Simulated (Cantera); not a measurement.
Charge: 1 mol N2O, 0.24 mol SO2, a varied amount of O2, equilibrated at 3148 K and 4800 Pa.

Cantera equilibrium calculation (NASA polynomials, part measured and part estimated; ideal gas, pure solids and liquids). Candidate condensed phases: S; 17 gas species. Rates play no part.

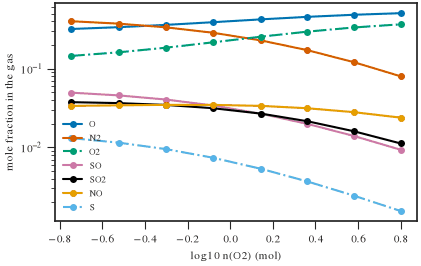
Figure. Equilibrium gas composition (values under 1e-9 drawn at 1e-9)

**Question.** Read off the mole fractions at 1.4 mol O2.

**Answer.** O about 0.42, O2 about 0.26, N2 about 0.23, NO about 0.034, SO2 about 0.027, SO about 0.027, S about 0.0053.
